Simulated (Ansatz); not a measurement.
BN2H5Cl: several calculations on one system

## 1. Relaxation

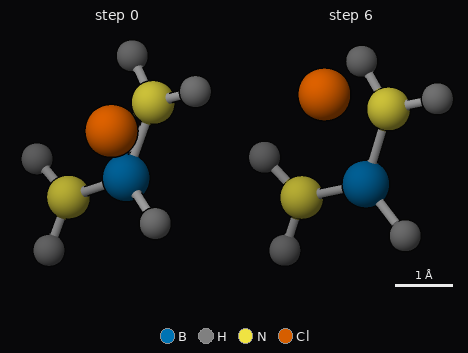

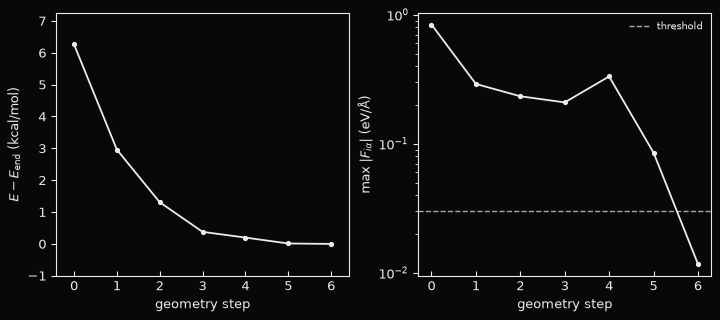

First and last geometry of a relaxation of BN$_{2}$H$_{5}$Cl (multiplicity 2), with the history of the run. Style: ball-and-stick. Shown from a free direction.

The run prepares an end point of a later path (reaction) calculation, from a guessed geometry.

Method: UKS B3LYP/def2-SVP (Ansatz). Set-up: collinear spin; force threshold 0.03 eV/Å; at most 50 steps.

> What do the curves and the structures tell?

It converged. The largest move after the best rigid fit is that of the Cl atom, 0.75 Å. By element the largest moves are Cl 0.75 Å, H 0.58 Å, B 0.18 Å, N 0.18 Å. Near-neighbour distances that change, for instance: B–Cl 2.707 → 3.147 Å, Cl–N 2.577 → 2.528 Å, H–N 1.034 → 1.015 Å, B–N 1.431 → 1.444 Å. Among the angles between lasting bonds that change: B–N–H 119.3° → 121.9°, H–B–N 115.6° → 117.9°. Over 6 geometry steps the energy falls by 6.26 kcal/mol. The largest force component goes from 0.84 to 0.012 eV/Å. Cost: 24 s on 2 threads of Arm Neoverse V1 (shared host), peak memory 0.22 GiB.

Limits of the set-up: the start holds two separate molecules, 2.4 Å apart at their closest, whose relative position is a soft coordinate and is computed without a dispersion correction.

## 2. Relaxation

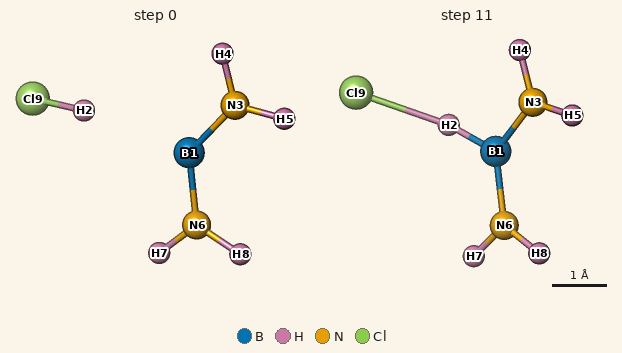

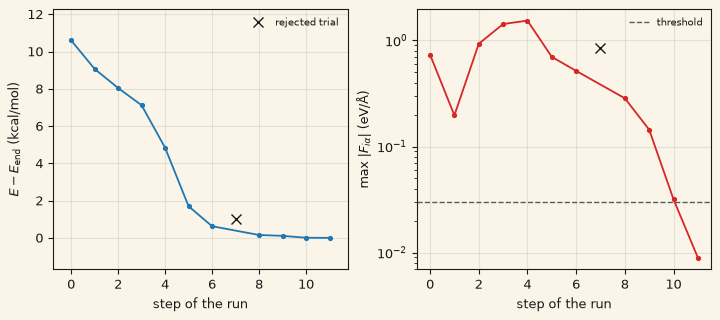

First and last geometry of a relaxation of BN2H5Cl (multiplicity 2), with the history of the run. Style: ball-and-stick. Shown at a tilt.

The run prepares an end point of a later path (reaction) calculation, from a guessed geometry.

Computed with UKS B3LYP/def2-SVP in Ansatz. Settings: collinear spin; force threshold 0.03 eV/Å; at most 50 steps.

### Did the run converge, and what did it change?

It converged. Over 10 accepted moves (11 points after the start) the energy falls by 10.6 kcal/mol. The largest force component goes from 0.74 to 0.009 eV/Å. The line search rejected the trial step at point 7 of the run. H2 moves most after the best rigid fit: 1.05 Å. By element the largest moves are H 1.05 Å, Cl 0.92 Å, B 0.35 Å, N 0.32 Å. Some distances before and after: B1–H2 2.382 → 1.275 Å, H2–Cl9 1.348 → 1.843 Å, B1–N3 1.397 → 1.402 Å, N3–H5 1.018 → 1.013 Å. New bonds form, among them: B1–H2 (2.38 → 1.28 Å). Among the angles between lasting bonds that change: N3–B1–N6 131.0° → 128.6°. Cost: 35 s on 2 threads of Arm Neoverse V1, with other jobs on the host, peak memory 0.21 GiB.

```csv
step,"E − E(0), kcal/mol","largest force component, eV/Å",note
0,0.00,0.7358,
1,-1.53,0.1969,
2,-2.55,0.9307,
3,-3.48,1.4291,
4,-5.76,1.5403,
5,-8.90,0.7010,
6,-9.97,0.5171,
7,-9.57,0.8534,rejected
8,-10.44,0.2852,
9,-10.49,0.1443,
10,-10.59,0.0318,
11,-10.60,0.0090,
```

Limits of the set-up: the start holds two separate molecules, 2.4 Å apart at their closest, whose relative position is a soft coordinate and is computed without a dispersion correction.

## 3. Path

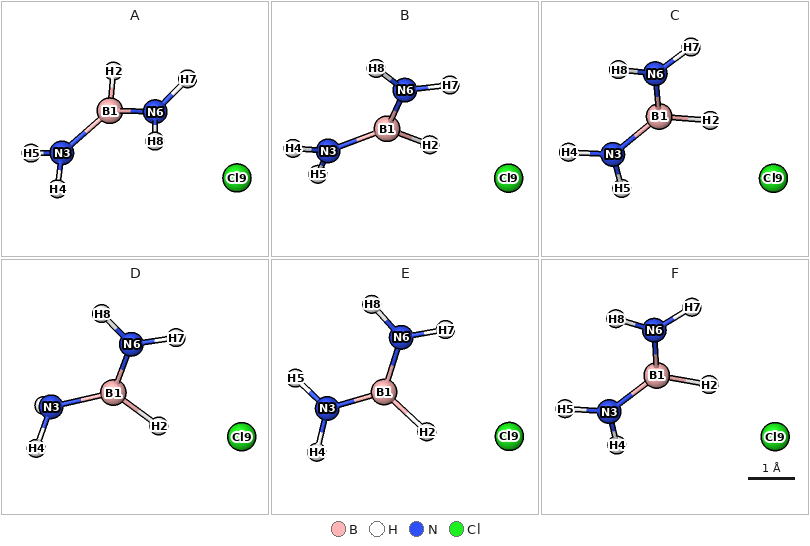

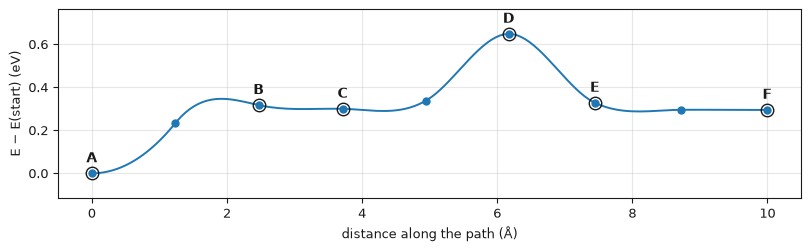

A nudged-elastic-band calculation for BN2H5Cl (multiplicity 2), made up at the start of BN₂H₅ and Cl. Images are numbered from 0 (start) to 8 (end). Frames A to F are images 0, 2, 3, 5, 6, 8. The picture is a ball-and-stick view, seen at a tilt.

Method: UKS B3LYP/def2-SVP (Ansatz). Set-up: 7 movable images; climbing image; force threshold 0.05 eV/Å; iteration limit 60; starting path through a guess of the saddle point.

Q: Describe the mechanism and the energy profile.

A: The path has more than one stage, and so few images may leave a stage unresolved. No bond forms or breaks between the ends. Bond angles that change up to the highest image, for instance: B1–N3–H4 124.5° → 113.9°, B1–N3–H5 121.6° → 113.8°. The energy climbs by 0.65 eV to image 5 and then falls by 0.35 eV, so the end point sits at +0.29 eV. The band converged in 18 iterations. The largest component of the band force went from 110 to 0.047 eV/Å. The climbing image converged on the top of the path. Its vibrational analysis gives one imaginary mode (325i cm⁻¹), as a transition state must have.

Limits of the set-up: the start holds two separate molecules, 2.5 Å apart at their closest, whose relative position is a soft coordinate and is computed without a dispersion correction.
